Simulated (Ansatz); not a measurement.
## Run report: GeSeO, single-point calculation (part 2 of 2)

The same run, continued: GeSeO (slab, 3 atoms in the cell); DFT, PBE0, plane waves, PAW, no spin polarisation (Ansatz 0.2.0); cutoff 420 eV, 6×6×1 k-mesh, Fermi–Dirac smearing of 0.02 eV. The geometry comes from this level: r2SCAN.

Geometry of the input (Å; fractional positions):
```
3.2471  0.0000  0.0000
-1.6235  2.8120  0.0000
0.0000  0.0000  28.8412
Ge 0.0000  0.0000  0.3205
O  0.3333  0.6667  0.3506
Se 0.6667  0.3333  0.2650
```

### Log, continued
```
SCF iter   1: F=—  HF=-10332.019078 eV  |F-HF|=—  |Δ(HF+E_count)|=         —  Δρ=6.91e-4  dr2=6.19e-3  ethr=8.88e-5  ⟨swp⟩=2.0  Hψ=308  notcnv=0
preconditioner: auto → none  [insulator: Δε(μ)=0.758 eV  Ē_g=12.207 eV  σ=0.020 eV  W_gap=0.51  n_scr=16 (ndim 8)  ℏωp=8.6 eV  f_vac=0.797  D(μ)=1.43/eV (n_scr^D=8)]
SCF iter   2: F=—  HF=-10332.021309 eV  |F-HF|=—  |Δ(HF+E_count)|=   2.23e-3  Δρ=1.44e-3  dr2=4.12e-2  ethr=1.04e-5  ⟨swp⟩=5.1  Hψ=424  notcnv=0  defer=8  recentre
SCF iter   3: F=—  HF=-10332.018487 eV  |F-HF|=—  |Δ(HF+E_count)|=   2.82e-3  Δρ=3.88e-4  dr2=1.44e-2  ethr=1.04e-5  ⟨swp⟩=5.1  Hψ=408  notcnv=0  defer=7
SCF iter   4: F=—  HF=-10332.018298 eV  |F-HF|=—  |Δ(HF+E_count)|=   1.89e-4  Δρ=6.88e-5  dr2=1.25e-2  ethr=2.75e-6  ⟨swp⟩=4.4  Hψ=363  notcnv=0  defer=3
SCF iter   5: F=—  HF=-10332.018296 eV  |F-HF|=—  |Δ(HF+E_count)|=   1.66e-6  Δρ=3.50e-5  dr2=2.38e-6  ethr=5.58e-8  ⟨swp⟩=3.4  Hψ=387  notcnv=0  defer=1
SCF iter   6: F=—  HF=-10332.018296 eV  |F-HF|=—  |Δ(HF+E_count)|=   3.33e-7  Δρ=1.24e-5  dr2=4.71e-7  ethr=6.61e-9  ⟨swp⟩=3.6  Hψ=320  notcnv=0  defer=4
SCF iter   7: F=—  HF=-10332.018296 eV  |F-HF|=—  |Δ(HF+E_count)|=   7.49e-8  Δρ=2.88e-6  dr2=1.68e-8  ethr=1.31e-9  ⟨swp⟩=4.1  Hψ=351  notcnv=0  defer=4
SCF iter   8: F=—  HF=-10332.018296 eV  |F-HF|=—  |Δ(HF+E_count)|=  2.16e-10  Δρ=1.26e-6  dr2=3.15e-9  ethr=4.68e-11  ⟨swp⟩=4.9  Hψ=486  notcnv=0  defer=6
SCF iter   9: F=—  HF=-10332.018296 eV  |F-HF|=—  |Δ(HF+E_count)|=  6.53e-10  Δρ=3.00e-7  dr2=2.99e-10  ethr=8.75e-12  ⟨swp⟩=3.6  Hψ=373  notcnv=0  defer=4
SCF iter  10: F=—  HF=-10332.018296 eV  |F-HF|=—  |Δ(HF+E_count)|=  9.28e-11  Δρ=9.45e-8  dr2=5.76e-11  ethr=1.00e-12  ⟨swp⟩=3.9  Hψ=370  notcnv=0
SCF iter  11: F=—  HF=-10332.018296 eV  |F-HF|=—  |Δ(HF+E_count)|=  1.27e-11  Δρ=6.41e-8  dr2=1.21e-11  ethr=1.00e-12  ⟨swp⟩=2.6  Hψ=287  notcnv=0
SCF iter  12: F=-10332.018296 eV  HF=-10332.018296 eV  |F-HF|=7.28e-11  |Δ(HF+E_count)|=  3.64e-11  Δρ=2.61e-8  dr2=1.42e-12  ethr=1.00e-12  ⟨swp⟩=2.0  Hψ=282  notcnv=0
SCF 4 converged in 12 iterations: F = -10332.018296 eV  dr2 = 1.42e-12
  Residual-converged pass: ⟨swp⟩=5.9  Hψ=594  notcnv=0  max |occ|·‖R‖ = 9.3e-9 eV (tolerance 1.0e-8 eV)  dr2=1.34e-12  dr2_onsite=8.14e-13  max |Δocc| = 1.3e-13
hybrid outer 3: dexx = +4.307e-3 eV, tail = inf eV, Δε = 9.30e-2 eV (about 3.91e-1 eV left of the loop's levels), ΔF = 2.20e-1 eV/Å (tail inf)
Frozen-core exchange: fock
SCF iter   1: F=—  HF=-10332.024146 eV  |F-HF|=—  |Δ(HF+E_count)|=         —  Δρ=1.35e-4  dr2=7.25e-5  ethr=2.62e-4  ⟨swp⟩=2.0  Hψ=308  notcnv=0
preconditioner: auto → none  [metal: Δε(μ)=0.000 eV  Ē_g=12.209 eV  σ=0.020 eV  W_gap=0.00  n_scr=16 (ndim 8)  ℏωp=8.6 eV  f_vac=0.797  D(μ)=1.39/eV (n_scr^D=8)]
SCF iter   2: F=—  HF=-10332.024142 eV  |F-HF|=—  |Δ(HF+E_count)|=   3.86e-6  Δρ=9.03e-5  dr2=9.63e-5  ethr=1.71e-7  ⟨swp⟩=4.0  Hψ=340  notcnv=0
SCF iter   3: F=—  HF=-10332.024140 eV  |F-HF|=—  |Δ(HF+E_count)|=   2.54e-6  Δρ=7.99e-5  dr2=7.98e-5  ethr=1.71e-7  ⟨swp⟩=3.7  Hψ=318  notcnv=0
SCF iter   4: F=-10332.024122 eV  HF=-10332.024130 eV  |F-HF|=8.91e-6  |Δ(HF+E_count)|=   9.17e-6  Δρ=3.37e-5  dr2=1.95e-5  ethr=1.71e-7  ⟨swp⟩=2.7  Hψ=291  notcnv=0
SCF 5 stopped early in 4 iterations: F = -10332.024122 eV  dr2 = 1.95e-5
  Residual-converged pass: ⟨swp⟩=6.0  Hψ=539  notcnv=0  max |occ|·‖R‖ = 6.4e-6 eV (tolerance 6.7e-6 eV)  dr2=1.86e-5  dr2_onsite=2.26e-7  max |Δocc| = 1.5e-8
hybrid outer 4: dexx = +1.802e-4 eV, tail = inf eV, Δε = 1.65e-1 eV (about 3.42e-1 eV left of the loop's levels), ΔF = 5.87e-2 eV/Å (tail inf)
Frozen-core exchange: fock
SCF iter   1: F=—  HF=-10332.024145 eV  |F-HF|=—  |Δ(HF+E_count)|=         —  Δρ=2.54e-5  dr2=1.01e-5  ethr=5.49e-7  ⟨swp⟩=5.6  Hψ=357  notcnv=0
preconditioner: auto → none  [metal: Δε(μ)=0.000 eV  Ē_g=12.208 eV  σ=0.020 eV  W_gap=0.00  n_scr=16 (ndim 8)  ℏωp=8.6 eV  f_vac=0.797  D(μ)=1.39/eV (n_scr^D=8)]
SCF iter   2: F=—  HF=-10332.024145 eV  |F-HF|=—  |Δ(HF+E_count)|=   1.62e-7  Δρ=4.64e-6  dr2=8.73e-6  ethr=3.87e-9  ⟨swp⟩=4.1  Hψ=337  notcnv=0
SCF iter   3: F=—  HF=-10332.024318 eV  |F-HF|=—  |Δ(HF+E_count)|=   1.73e-4  Δρ=8.58e-6  dr2=4.97e-7  ethr=6.30e-11  ⟨swp⟩=5.6  Hψ=675  notcnv=0  defer=4
SCF iter   4: F=—  HF=-10332.024318 eV  |F-HF|=—  |Δ(HF+E_count)|=   1.53e-7  Δρ=2.75e-6  dr2=9.25e-8  ethr=6.30e-11  ⟨swp⟩=4.9  Hψ=554  notcnv=0
SCF iter   5: F=—  HF=-10332.024318 eV  |F-HF|=—  |Δ(HF+E_count)|=   3.78e-9  Δρ=1.33e-6  dr2=7.86e-8  ethr=4.78e-11  ⟨swp⟩=4.0  Hψ=363  notcnv=0
SCF iter   6: F=—  HF=-10332.024318 eV  |F-HF|=—  |Δ(HF+E_count)|=  6.57e-10  Δρ=4.63e-7  dr2=7.60e-8  ethr=8.48e-12  ⟨swp⟩=3.7  Hψ=358  notcnv=0
SCF iter   7: F=—  HF=-10332.024318 eV  |F-HF|=—  |Δ(HF+E_count)|=   5.60e-7  Δρ=1.70e-6  dr2=1.10e-8  ethr=1.12e-12 (applied; sched 1.00e-12)  ⟨swp⟩=5.3  Hψ=622  notcnv=0
SCF iter   8: F=—  HF=-10332.024318 eV  |F-HF|=—  |Δ(HF+E_count)|=   2.36e-9  Δρ=5.78e-7  dr2=3.49e-9  ethr=1.00e-12  ⟨swp⟩=4.4  Hψ=436  notcnv=0
SCF iter   9: F=—  HF=-10332.024318 eV  |F-HF|=—  |Δ(HF+E_count)|=  2.87e-10  Δρ=1.03e-7  dr2=2.41e-9  ethr=1.00e-12  ⟨swp⟩=4.0  Hψ=351  notcnv=0
Mixer restart at iter 9: flushing history
SCF iter  10: F=—  HF=-10332.024319 eV  |F-HF|=—  |Δ(HF+E_count)|=   1.47e-8  Δρ=3.52e-7  dr2=4.33e-10  ethr=1.00e-12  ⟨swp⟩=4.9  Hψ=458  notcnv=0
SCF iter  11: F=-10332.024319 eV  HF=-10332.024319 eV  |F-HF|=6.73e-10  |Δ(HF+E_count)|=  6.51e-10  Δρ=2.49e-7  dr2=7.69e-10  ethr=1.00e-12  ⟨swp⟩=4.3  Hψ=341  notcnv=0
SCF 6 converged in 11 iterations: F = -10332.024319 eV  dr2 = 7.69e-10
  Residual-converged pass: ⟨swp⟩=4.3  Hψ=403  notcnv=0  max |occ|·‖R‖ = 2.4e-7 eV (tolerance 2.7e-7 eV)  dr2=7.73e-10  dr2_onsite=1.11e-11  max |Δocc| = 4.4e-14
hybrid outer 5: dexx = +2.648e-6 eV, tail = 1.88e-7 eV, Δε = 3.50e-2 eV (about 4.11e-3 eV left of the loop's levels), ΔF = 8.46e-3 eV/Å (tail 1.83e-3)
Frozen-core exchange: fock
SCF iter   1: F=—  HF=-10332.024319 eV  |F-HF|=—  |Δ(HF+E_count)|=         —  Δρ=4.33e-7  dr2=1.70e-9  ethr=3.78e-10  ⟨swp⟩=7.9  Hψ=373  notcnv=0
preconditioner: auto → none  [insulator: Δε(μ)=0.607 eV  Ē_g=12.203 eV  σ=0.020 eV  W_gap=0.50  n_scr=16 (ndim 8)  ℏωp=8.6 eV  f_vac=0.797  D(μ)=1.39/eV (n_scr^D=8)]
SCF iter   2: F=—  HF=-10332.024319 eV  |F-HF|=—  |Δ(HF+E_count)|=   1.10e-9  Δρ=6.66e-7  dr2=7.23e-9  ethr=4.70e-12  ⟨swp⟩=4.7  Hψ=363  notcnv=0
SCF iter   3: F=-10332.024319 eV  HF=-10332.024319 eV  |F-HF|=3.82e-11  |Δ(HF+E_count)|=  9.80e-10  Δρ=1.58e-7  dr2=4.73e-11  ethr=4.70e-12  ⟨swp⟩=3.7  Hψ=312  notcnv=0
SCF 7 converged in 3 iterations: F = -10332.024319 eV  dr2 = 4.73e-11
  Residual-converged pass: ⟨swp⟩=4.4  Hψ=458  notcnv=0  max |occ|·‖R‖ = 2.7e-7 eV (tolerance 2.7e-7 eV)  dr2=4.49e-11  dr2_onsite=5.11e-12  max |Δocc| = 8.9e-14
```

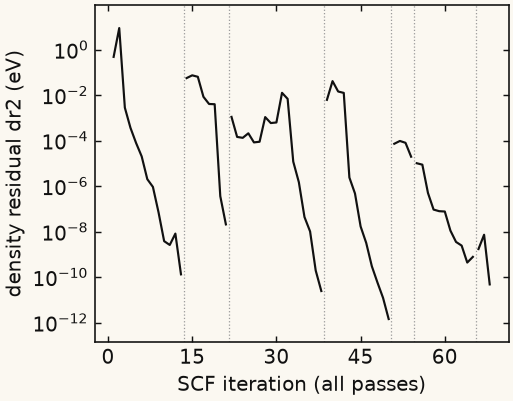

Fig. 1: Convergence of the self-consistent field: density residual dr2 against the SCF iteration. The run starts with a semilocal functional; after that each stretch between dotted lines is one SCF of the hybrid functional between two exact rebuilds of the exchange operator by the outer loop. Early passes are stopped at a loose threshold. The 7 passes take 3 to 17 iterations each, 68 in all.

```
hybrid outer 6: dexx = +2.080e-10 eV, tail = 1.84e-10 eV, Δε = 6.64e-5 eV (about 2.81e-5 eV left of the loop's levels), ΔF = 2.09e-4 eV/Å (tail 1.54e-4)
WARN: The output density's exchange-correlation potential varies sharply where the density is thin. Do not read a vacuum level from v_tot or v_xc, or from such a field of the output density. On a cell that repeats whose density bears no net charge and no dipole along the vacuum's axis use v_es (v_loc + v_h of the components); under efield.dipole_correction with no amplitude use v_es + v_field, which holds any external_charges[].barrier, or the levels of the report's work_function block, which leave it out; under a non-zero efield.amplitude the vacuum is tilted and has no level; on a cell that repeats and bears such a dipole with no correction it is tilted too, and efield.dipole_correction with no amplitude gives each side of its ramp a level where efield: is served; in a cell that repeats whose density bears a net charge (total_charge, or a fill off its count) it is curved and has none; of a slab under crystal.periodic whose density bears no net charge use v_es, which has a level on each side, short of where the two are joined; of another it falls or rises all the way out and has none; of a slab beside external_charges read slab_vacuum_level instead, which it has where they leave it neutral. The grid or the basis barely resolves most such structure, and the values can differ between equally converged runs; as a rule a tighter scf.convergence.dr2_threshold does not remove it. Where the density itself ripples (under the LDA too) a higher basis.ecutwfc lessens it. The files hold the spikes' plane waves up to the density's cutoff. Files: v_tot_of_output_density and the like, and their columns of v_z.tsv (output.write_potential); v_xc_of_output_density and the like, and their columns of v_comp_z.tsv (output.write_potential_components). Measured: with its Gaussian average of σ = 0.25 Å subtracted twice, the exchange-correlation potential is over 0.1 eV at 13 of the grid points where the equally averaged density (valence and model cores) is under 1e-3 e/Å³, and 0.214 eV at the most among them, at an averaged density of 2.5e-7 e/Å³. The input density's (outcome.potential() and, of a run that writes arrays, v_tot and v_xc) is over 0.1 eV, so measured, at 14 points of its own thin density, 0.214 eV at the most. See output.write_potential in the manual, Limitations
hybrid SCF converged: 6 outer / 55 inner (+13 warm-up), last move |dexx| = 2.08e-10 eV, tail = 1.84e-10 eV
Stability not checked: this state was not tested for a lower state beside it, because the functional holds exact exchange (a hybrid, or Hartree-Fock), whose exchange loop this test does not read (fock_operator; see scf.lower_state_search)
Free energy (F): -10332.024319 eV
Frozen-core exchange: fock
Harris-Foulkes:  -10332.024319 eV  (|F-HF|=3.82e-11)
Internal energy: -10332.022778 eV  (E = F + TS)
E sigma→0 (E₀):  -10332.023548 eV
Entropy (-TS):   -0.001540 eV (-0.513 meV/atom)
Fermi energy:    -5.181687 eV
--- Per-component energies (eV) ---
  E_band       = -1154.177799
  E_kinetic    = 404.043921
  E_local      = -81399.337223  (includes V_loc(G=0)·N_el)
  E_nonlocal   = -126.905753
  E_hartree    = 40237.550490
  E_xc         = -194.866150
  E_vxc        = -197.915868  (∫ρ·V_xc dr)
  E_exx        = -156.873310  (= α·E_x^exact, valence–valence)
  E_paw        = -3993.694022  (= ΣΔE_a)
  E_vpaw       = 4.580856  (= ΣTr[D̂ρ^β])
  E_aug_tail   = 0.001937  (compensation charges beyond the density's cutoff)
  E_ewald      = 34899.581457
  E_core_change = -1.524125  (= ΣΔE_core)
  E_smearing   = -0.001540  (= −TS)
  E_closure    = -0.000000  (closes the sum)
  Σ components = -10332.024319   (vs F -10332.024319, Δ=-1.82e-12)
--- Forces (eV/Å), atoms counted from 1 ---
  atom   1  Ge    -0.00000000    -0.00000000    -0.43768776
  atom   2  O      0.00000000     0.00000000    -0.15529599
  atom   3  Se     0.00000000    -0.00000000     0.59297632
  max |Σ_I F_I| component: 7.43e-6 eV/Å
--- 2D stress c σ (N/m, compression-positive) ---
       -0.613129       0.000000       0.000000
       -0.000000      -0.613129       0.000000
        0.000000       0.000000       0.000000
  P = ½ c Tr σ = -0.6131 N/m
--- Band table (eV; the first three rows and the last of 7) ---
  k-point 0: bands = ["-57.2658", "-57.2658", "-57.2655", "-57.2577", "-57.2577", "-35.1798", "-35.1798", "-35.1607", "-35.1174", "-35.1174", "-28.2569", "-22.5542", "-14.1512", "-10.7450", "-10.7450", "-9.4965", "-5.7886", "-5.1817", "-5.1817", "-0.6702", "0.0674", "0.4003"]
  k-point 1: bands = ["-57.2662", "-57.2658", "-57.2649", "-57.2577", "-57.2567", "-35.2012", "-35.1740", "-35.1485", "-35.1208", "-35.1133", "-28.0303", "-22.1544", "-14.3176", "-11.8006", "-11.0723", "-9.1933", "-8.0754", "-5.9662", "-4.0886", "-0.5184", "-0.0481", "0.7131"]
  k-point 2: bands = ["-57.2671", "-57.2658", "-57.2640", "-57.2573", "-57.2544", "-35.2385", "-35.1674", "-35.1397", "-35.1180", "-35.1000", "-27.5224", "-21.1164", "-15.5308", "-12.7429", "-11.6614", "-10.5491", "-8.8158", "-6.8040", "-3.8878", "-0.7717", "1.0931", "1.9391"]
  k-point 6: bands = ["-57.2668", "-57.2667", "-57.2628", "-57.2552", "-57.2551", "-35.2349", "-35.1899", "-35.1192", "-35.1166", "-35.1084", "-27.0934", "-19.7659", "-16.7932", "-13.3311", "-12.4234", "-11.9248", "-9.3134", "-8.1119", "-3.1230", "0.3250", "1.4611", "2.5320"]
  the weakly bound empty levels are not read free of the cell's end (exact_exchange)
```

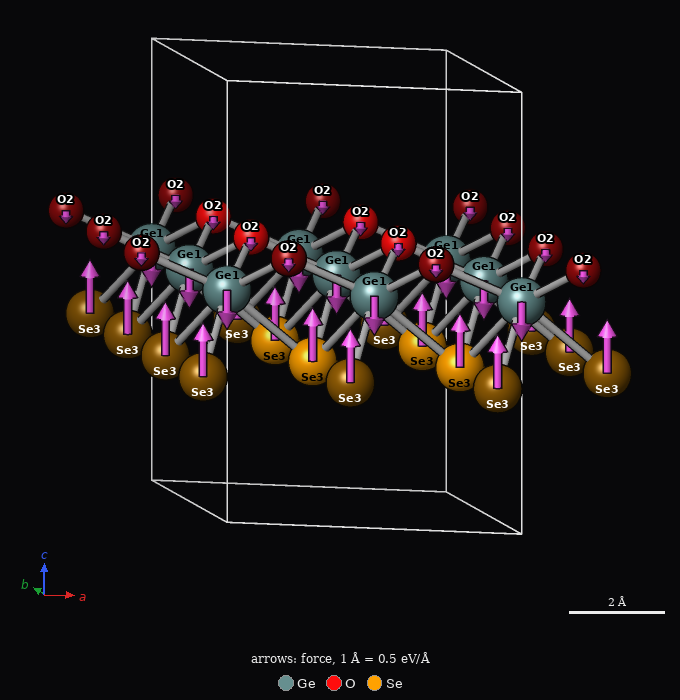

Fig. 2: Forces on the atoms as pink arrows (ball-and-stick view of the 2 × 2 repeat of the cell, with the vacuum cut short, seen slightly off an axis; neighbours outside the cell are drawn fainter; atoms are numbered from 1 in the order of the input). The largest act on Se3 (0.59 eV/Å); Ge1 (0.44 eV/Å). The geometry is not a stationary point of this energy.

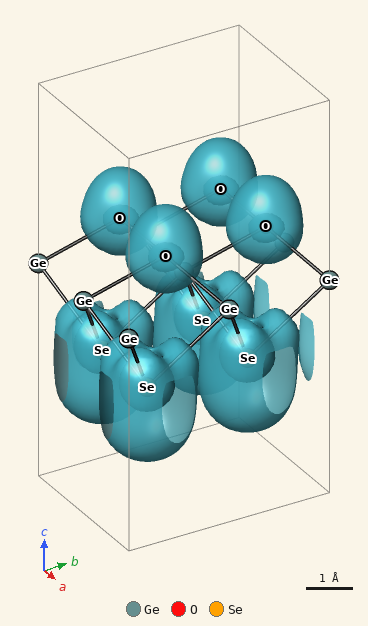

Fig. 3: Isosurface of the ELF at 0.7 (cyan), seen slightly off an axis. Core shells and regions of very low density are left out. Sticks mark near contacts. Counts are for one cell; the picture repeats the cell along the surface. Along the contacts the grid gives the following. Ge–O (2.07 Å): the ELF is about 0.45 at the midpoint. Ge–Se (2.47 Å): the ELF is about 0.75 at the midpoint. Core electrons are frozen (PAW), so the fields are smoothed inside the atomic spheres.

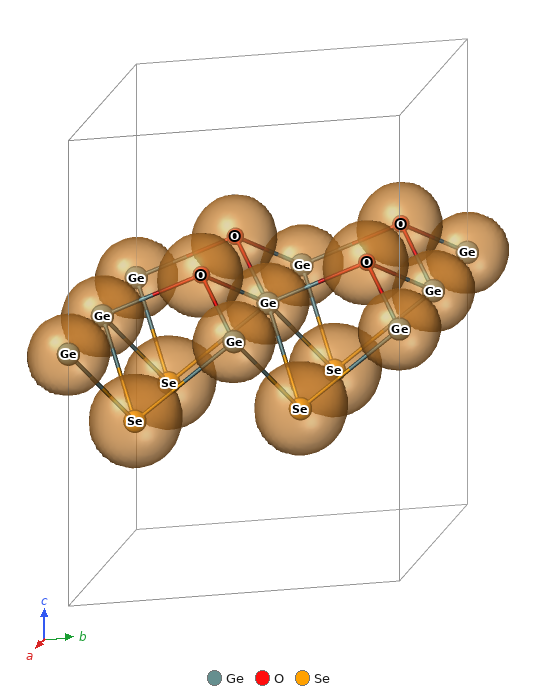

Fig. 4: Isosurface of the valence pseudo-density at 0.8 e/Å³ (orange), seen slightly off an axis. Sticks mark near contacts. At this value the density breaks into separate islands; it holds about 75 % of the electrons treated as valence (semicore included). It is pinched off along the Ge–O (2.07 Å) and Ge–Se (2.47 Å) contacts. On the grid the lowest density along these lines, outside the cores, is 0.56 e/Å³ (Ge–O, 2.07 Å) and 0.52 e/Å³ (Ge–Se, 2.47 Å).
